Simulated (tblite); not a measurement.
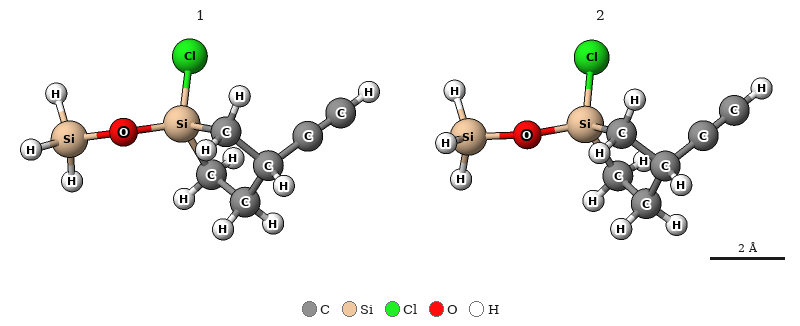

Two geometries of C6H11ClOSi2, drawn at one scale. One is the start of a relaxation, the other its converged end. The picture is a ball-and-stick view, seen at a tilt.

Method: GFN2-xTB geometry optimisation, gas phase in tblite 0.8.0. 

### Which geometry has the lower energy?

Structure 2 is the relaxed one. The energy falls by 19.5 kJ/mol in 99 geometry steps. The atom that moves furthest after the best rigid fit is an H atom (0.59 Å). Largest moves by element: H 0.59 Å, O 0.35 Å, Si 0.22 Å, C 0.21 Å, Cl 0.19 Å. Near-neighbour distances that change, for instance: C–C 1.478 → 1.451 Å, O–Si 1.657 → 1.629 Å, Cl–Si 2.043 → 2.016 Å, H–Si 1.484 → 1.460 Å. Among the angles between lasting bonds that change: Si–O–Si 139.3° → 157.9°, O–Si–H 109.3° → 103.2°, Cl–Si–C 111.2° → 115.6°. Groups turn about O–Si by about 20°, O–Si by about 20°.
